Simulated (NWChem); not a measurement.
# Si2NH7O2 (SMILES O[SiH2]N[SiH2]O): levels of theory compared

Wanted: a comparison of 3 runs (HF/STO-3G, HF/3-21G, B3LYP/6-31G*) of Si2NH7O2. 

The calculation is run with NWChem 7.3.0.

## Step 1: The structure to begin with

Si2NH7O2 has 12 atoms, charge 0, and is taken as a singlet. SMILES: `O[SiH2]N[SiH2]O`. Geometry: relaxed at PBE0-D4/def2-TZVP. This is a higher conformer, about 10 kJ/mol above the lowest found by a separate search.

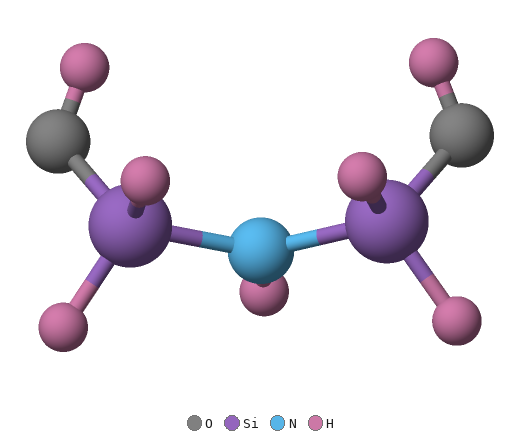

Viewed from a chosen angle; oxygen grey, silicon purple, nitrogen blue, hydrogen pink.

## Step 2: Energy and gradient at HF/STO-3G (run 1)

h7no2si2.xyz

```xyz
12

O     -2.349900    -1.204900     0.032600
Si    -0.720900    -1.439500     0.069200
N      0.180000    -0.174300    -0.673000
Si     1.329500     0.912100     0.006300
O      0.877000     2.492800    -0.075100
H     -2.702600    -0.444400     0.496500
H     -0.553400    -2.713200    -0.665000
H     -0.216100    -1.523400     1.462900
H      0.039400    -0.078400    -1.671500
H      1.511700     0.470800     1.412100
H      2.597900     0.891500    -0.755700
H      0.084500     2.755600     0.394600
```

run.py

```python
from ase.io import read
from ase.calculators.nwchem import NWChem

molecule = read('h7no2si2.xyz')

calc = NWChem(
    label='h7no2si2',
    theory='scf',
    memory='2200 mb',
    basis='STO-3G',
    basispar='spherical bse',
    scf={'nopen': '0', 'rhf': None, 'thresh': '1e-08', 'maxiter': '80'},
)
molecule.calc = calc

forces = molecule.get_forces()
print("Total energy (eV):", round(molecule.get_potential_energy(), 6))
print("forces (eV/A):")
for s, f in zip(molecule.symbols, forces):
    print(f"{s:2s} {f[0]:10.5f} {f[1]:10.5f} {f[2]:10.5f}")
print("dipole (e A):", molecule.get_dipole_moment().round(4))
```

On the command line:

```bash
$ export ASE_NWCHEM_COMMAND="nwchem PREFIX.nwi > PREFIX.nwo"
$ python run.py
```

Log:

```text
Total energy (eV): -21136.984709
forces (eV/A):
O    -0.49530   -1.41390   -1.04474
Si    1.36968   -0.94545    0.70541
N    -0.09924    0.09431    0.35934
Si    1.13874   -1.20441    0.71986
O     1.32258    0.64308   -1.09359
H     0.05070    1.28900    0.84785
H    -0.10865    1.27738    0.83103
H    -0.58796   -0.04165   -1.46928
H     0.00720   -0.00967   -0.11359
H    -0.07081    0.53895   -1.48656
H    -1.26534   -0.03564    0.86173
H    -1.26154   -0.19201    0.88251
dipole (e A): [-0.0414  0.0409  0.2016]
```

The calculator wrote h7no2si2.nwi:

```
title "h7no2si2"

permanent_dir h7no2si2

scratch_dir h7no2si2

start h7no2si2

geometry units angstrom nocenter noautosym noautoz
  O  -2.3498999999999999e+00 -1.2049000000000001e+00 3.2599999999999997e-02
  Si -7.2089999999999999e-01 -1.4395000000000000e+00 6.9199999999999998e-02
  N  1.7999999999999999e-01 -1.7430000000000001e-01 -6.7300000000000004e-01
  Si 1.3294999999999999e+00 9.1210000000000002e-01 6.3000000000000000e-03
  O  8.7700000000000000e-01 2.4927999999999999e+00 -7.5100000000000000e-02
  H  -2.7025999999999999e+00 -4.4440000000000002e-01 4.9650000000000000e-01
  H  -5.5340000000000000e-01 -2.7132000000000001e+00 -6.6500000000000004e-01
  H  -2.1609999999999999e-01 -1.5234000000000001e+00 1.4629000000000001e+00
  H  3.9399999999999998e-02 -7.8399999999999997e-02 -1.6715000000000000e+00
  H  1.5117000000000000e+00 4.7080000000000000e-01 1.4120999999999999e+00
  H  2.5979000000000001e+00 8.9149999999999996e-01 -7.5570000000000004e-01
  H  8.4500000000000006e-02 2.7555999999999998e+00 3.9460000000000001e-01
end

memory 2200 mb

basis spherical bse noprint
   * library STO-3G
end

scf
  nopen 0
  rhf
  thresh 1e-08
  maxiter 80
end

task scf gradient
```

h7no2si2.nwo:

```text
Northwest Computational Chemistry Package (NWChem) 7.3.0
             --------------------------------------------------------

           Job information
           ---------------

    nwchem branch   = 7.3.0
    use scalapack   = T
    input           = h7no2si2.nwi
    prefix          = h7no2si2.
    data base       = h7no2si2/h7no2si2.db
    status          = startup
    nproc           =        1

           Memory information
           ------------------

    heap     =     72089596 doubles =      550.0 Mbytes
    stack    =     72089601 doubles =      550.0 Mbytes
    global   =    144179200 doubles =     1100.0 Mbytes (distinct from heap & stack)
    total    =    288358397 doubles =     2200.0 Mbytes
    verify   = yes
    hardfail = no

           Directory information
           ---------------------

  0 permanent = h7no2si2
  0 scratch   = h7no2si2

                                NWChem Input Module
                                -------------------

                                     h7no2si2
                                     --------

[... 129 lines left out ...]
 Convergence threshold     :          1.000E-08
[... 12 lines left out ...]
       Final RHF  results
[... 3 lines left out ...]
      One-electron energy =  -1687.502686865525
[... 1 line left out ...]
 Nuclear repulsion energy =    304.316179909295
[... 47 lines left out ...]
                       ROHF Final Molecular Orbital Analysis
[... 229 lines left out ...]
     1   1 0 0     -0.078271      0.000000     -2.345906
[... 8 lines of this table left out ...]
     2   0 0 2    -29.607540      0.000000     41.550282

                              NWChem Gradients Module
                              -----------------------

                                     h7no2si2

  wavefunction    =   RHF

                         RHF ENERGY GRADIENTS

    atom               coordinates                        gradient
                 x          y          z           x          y          z
   1 O      -4.440667  -2.276931   0.061605    0.009632   0.027496   0.020317
   2 Si     -1.362303  -2.720261   0.130769   -0.026636   0.018386  -0.013718
   3 N       0.340151  -0.329379  -1.271786    0.001930  -0.001834  -0.006988
[... 8 lines of this table left out ...]
  12 H       0.159682   5.207329   0.745686    0.024533   0.003734  -0.017162

                 ----------------------------------------
                 |  Time  |  1-e(secs)   |  2-e(secs)   |
                 ----------------------------------------
                 |  CPU   |       0.00   |       0.41   |
                 ----------------------------------------
                 |  WALL  |       0.00   |       0.41   |
                 ----------------------------------------

 Task  times  cpu:        2.8s     wall:        2.8s
 Total times  cpu:        2.8s     wall:        2.8s
```

Run time: 3.9 s. Hardware: 1 thread of Intel Xeon 6975P-C (Granite Rapids), shared host; peak memory 0.096 GiB.

## Step 3: Energy and gradient at HF/3-21G (run 2)

work.nw

```
start work
memory 2200 mb
charge 0

geometry units angstroms noautosym nocenter noautoz
  O       -2.349900      -1.204900       0.032600
  Si      -0.720900      -1.439500       0.069200
  N        0.180000      -0.174300      -0.673000
  Si       1.329500       0.912100       0.006300
  O        0.877000       2.492800      -0.075100
  H       -2.702600      -0.444400       0.496500
  H       -0.553400      -2.713200      -0.665000
  H       -0.216100      -1.523400       1.462900
  H        0.039400      -0.078400      -1.671500
  H        1.511700       0.470800       1.412100
  H        2.597900       0.891500      -0.755700
  H        0.084500       2.755600       0.394600
end

basis spherical bse
  * library 3-21G
end

scf
  thresh 1e-08
  maxiter 80
end

task scf gradient
```

On the command line:

```bash
$ nwchem work.nw > work.out
```

Log:

```text
[...]
  functions       =    67
[...]
  wavefunction    = RHF
[...]
         Total SCF energy =   -782.042260440526
      One-electron energy =  -1688.590941065604
      Two-electron energy =    602.232500715783
 Nuclear repulsion energy =    304.316179909295
        Time for solution =      2.7s
[...]
                         RHF ENERGY GRADIENTS
    atom               coordinates                        gradient
                 x          y          z           x          y          z
   1 O      -4.440667  -2.276931   0.061605    0.015647  -0.007485  -0.004522
   2 Si     -1.362303  -2.720261   0.130769   -0.017288   0.023303   0.001530
   3 N       0.340151  -0.329379  -1.271786    0.002403  -0.001747   0.012002
   4 Si      2.512391   1.723619   0.011905   -0.025489   0.014040   0.001607
   5 O       1.657290   4.710709  -0.141918    0.009333  -0.014607  -0.004153
   6 H      -5.107173  -0.839794   0.938249    0.012931  -0.002734  -0.000317
   7 H      -1.045774  -5.127205  -1.256668   -0.001555  -0.000769  -0.002031
   8 H      -0.408370  -2.878809   2.764480    0.000173   0.000235   0.000729
   9 H       0.074455  -0.148155  -3.158677   -0.001075   0.000868  -0.003406
  10 H       2.856699   0.889683   2.668482   -0.000192  -0.000183   0.000729
  11 H       4.909319   1.684691  -1.428066    0.000557   0.001572  -0.002124
[...]
```

It took 4.2 s on 1 thread of Intel Xeon 6975P-C (Granite Rapids), shared host; peak memory 0.094 GiB.

## Step 4: Energy and forces at B3LYP/6-31G(d) (Cartesian functions) (run 3)

run.py

```python
from ase import Atoms
from ase.calculators.nwchem import NWChem

system = Atoms(['O', 'Si', 'N', 'Si', 'O', 'H', 'H', 'H', 'H', 'H', 'H', 'H'], positions=[
    [-2.349900, -1.204900, 0.032600],
    [-0.720900, -1.439500, 0.069200],
    [0.180000, -0.174300, -0.673000],
    [1.329500, 0.912100, 0.006300],
    [0.877000, 2.492800, -0.075100],
    [-2.702600, -0.444400, 0.496500],
    [-0.553400, -2.713200, -0.665000],
    [-0.216100, -1.523400, 1.462900],
    [0.039400, -0.078400, -1.671500],
    [1.511700, 0.470800, 1.412100],
    [2.597900, 0.891500, -0.755700],
    [0.084500, 2.755600, 0.394600],
])

calc = NWChem(
    label='work',
    theory='dft',
    memory='2200 mb',
    basis='6-31G*',
    dft={'xc': 'b3lyp', 'mult': '1', 'grid': 'fine', 'convergence': 'energy 1e-08', 'iterations': '100', 'mulliken': None},
)
system.calc = calc

forces = system.get_forces()
print("Total energy (eV):", round(system.get_potential_energy(), 6))
print("forces (eV/A):")
for s, f in zip(system.symbols, forces):
    print(f"{s:2s} {f[0]:10.5f} {f[1]:10.5f} {f[2]:10.5f}")
print("dipole (e A):", system.get_dipole_moment().round(4))
```

On the command line:

```bash
$ export ASE_NWCHEM_COMMAND="nwchem PREFIX.nwi > PREFIX.nwo"
$ python run.py
```

Log:

```text
Total energy (eV): -21456.699141
forces (eV/A):
O    -0.48486   -0.32093   -0.25300
Si    0.24760   -0.38407    0.21592
N     0.00761   -0.01034   -0.10074
Si    0.42171   -0.18569    0.21134
O     0.25320    0.51242   -0.27830
H    -0.14830    0.35024    0.21818
H    -0.00319   -0.02566   -0.00602
H     0.04787   -0.01795    0.01203
H    -0.02072    0.01085   -0.25259
H     0.02468   -0.04474    0.01373
H     0.02268    0.00663   -0.00525
H    -0.36828    0.10917    0.22466
dipole (e A): [-0.2507  0.2215  0.1223]
```

The calculator wrote work.nwi:

```
title "work"

permanent_dir work

scratch_dir work

start work

geometry units angstrom nocenter noautosym noautoz
  O  -2.3498999999999999e+00 -1.2049000000000001e+00 3.2599999999999997e-02
  Si -7.2089999999999999e-01 -1.4395000000000000e+00 6.9199999999999998e-02
  N  1.7999999999999999e-01 -1.7430000000000001e-01 -6.7300000000000004e-01
  Si 1.3294999999999999e+00 9.1210000000000002e-01 6.3000000000000000e-03
  O  8.7700000000000000e-01 2.4927999999999999e+00 -7.5100000000000000e-02
  H  -2.7025999999999999e+00 -4.4440000000000002e-01 4.9650000000000000e-01
  H  -5.5340000000000000e-01 -2.7132000000000001e+00 -6.6500000000000004e-01
  H  -2.1609999999999999e-01 -1.5234000000000001e+00 1.4629000000000001e+00
  H  3.9399999999999998e-02 -7.8399999999999997e-02 -1.6715000000000000e+00
  H  1.5117000000000000e+00 4.7080000000000000e-01 1.4120999999999999e+00
  H  2.5979000000000001e+00 8.9149999999999996e-01 -7.5570000000000004e-01
  H  8.4500000000000006e-02 2.7555999999999998e+00 3.9460000000000001e-01
end

memory 2200 mb

basis noprint
   * library 6-31G*
end

dft
  xc b3lyp
  mult 1
  grid fine
  convergence energy 1e-08
  iterations 100
  mulliken
end

task dft gradient
```

work.nwo:

```text
Northwest Computational Chemistry Package (NWChem) 7.3.0
             --------------------------------------------------------

           Job information
           ---------------

    nwchem branch   = 7.3.0
    use scalapack   = T
    input           = work.nwi
    prefix          = work.
    data base       = work/work.db
    status          = startup
    nproc           =        1

           Memory information
           ------------------

    heap     =     72089596 doubles =      550.0 Mbytes
    stack    =     72089601 doubles =      550.0 Mbytes
    global   =    144179200 doubles =     1100.0 Mbytes (distinct from heap & stack)
    total    =    288358397 doubles =     2200.0 Mbytes
    verify   = yes
    hardfail = no

           Directory information
           ---------------------

  0 permanent = work
  0 scratch   = work

                                NWChem Input Module
                                -------------------

                                       work
                                       ----

[... 100 lines left out ...]
  convergence criterion.
[... 17 lines left out ...]
          Convergence on gradient requested:  5.00D-04
[... 27 lines left out ...]
          Convergence aids based upon iterative change in
[... 28 lines left out ...]
 1-e energy   =   -1689.867542
[... 41 lines left out ...]
         Total DFT energy =     -788.519155984878
[... 2 lines left out ...]
    Exchange-Corr. energy =      -68.773232475241
[... 756 lines left out ...]
          Convergence on energy requested:  1.00D-08
[... 25 lines left out ...]
          Spatial weights used:  Erf1
[... 4 lines left out ...]
          total energy or number of iterations.
[... 18 lines left out ...]
                            NWChem DFT Gradient Module
                            --------------------------

                                       work

  charge          =   0.00
  wavefunction    = closed shell

                         DFT ENERGY GRADIENTS

    atom               coordinates                        gradient
                 x          y          z           x          y          z
   1 O      -4.440667  -2.276931   0.061605    0.009429   0.006241   0.004920
   2 Si     -1.362303  -2.720261   0.130769   -0.004815   0.007469  -0.004199
   3 N       0.340151  -0.329379  -1.271786   -0.000148   0.000201   0.001959
[... 8 lines of this table left out ...]
  12 H       0.159682   5.207329   0.745686    0.007162  -0.002123  -0.004369

                 ----------------------------------------
                 |  Time  |  1-e(secs)   |  2-e(secs)   |
                 ----------------------------------------
                 |  CPU   |       0.01   |       3.17   |
                 ----------------------------------------
                 |  WALL  |       0.01   |       3.17   |
                 ----------------------------------------

 Task  times  cpu:       25.7s     wall:       25.7s
 Total times  cpu:       25.7s     wall:       25.7s
```

Wall time 27 s (1 thread of Intel Xeon 6975P-C (Granite Rapids), shared host); peak memory 0.13 GiB.

## Step 5: The series

| run | level | Cartesian functions | iteration cap | energy (Eh) | dipole moment (D) | HOMO energy (eV) | LUMO energy (eV) | wall time |
| --- | --- | --- | --- | --- | --- | --- | --- | --- |
| 1 | HF/STO-3G | no | 80 | -776.769867 | 1.01 | -8.07 | 12.38 | 3.9 s |
| 2 | HF/3-21G | no | 80 | -782.042260 | 1.73 | -11.29 | 5.10 | 4.2 s |
| 3 | B3LYP/6-31G* (Cartesian functions) | yes | 100 | -788.519156 | 1.71 | -7.50 | 0.66 | 27 s |

## Step 6: Results

| quantity | value |
| --- | --- |
| run 3: total energy | -788.51916 Eh |
| run 3: dipole moment | 1.71 D |
| run 3: HOMO energy | -7.50 eV |
| run 3: LUMO energy | 0.66 eV |
| run 3: HOMO–LUMO gap | 8.16 eV |
| run 3: largest force on an atom | 0.636 eV/Å |

What this shows: The dipole moment (its size) runs from 1.01 D (HF/STO-3G) to 1.73 D (HF/3-21G). The HOMO–LUMO gap runs from 8.16 eV (B3LYP/6-31G*) to 20.45 eV (HF/STO-3G). The two ends differ in method and basis. In run 1 the basis is minimal, so the values are rough. All runs together took 35 s, the longest 27 s.
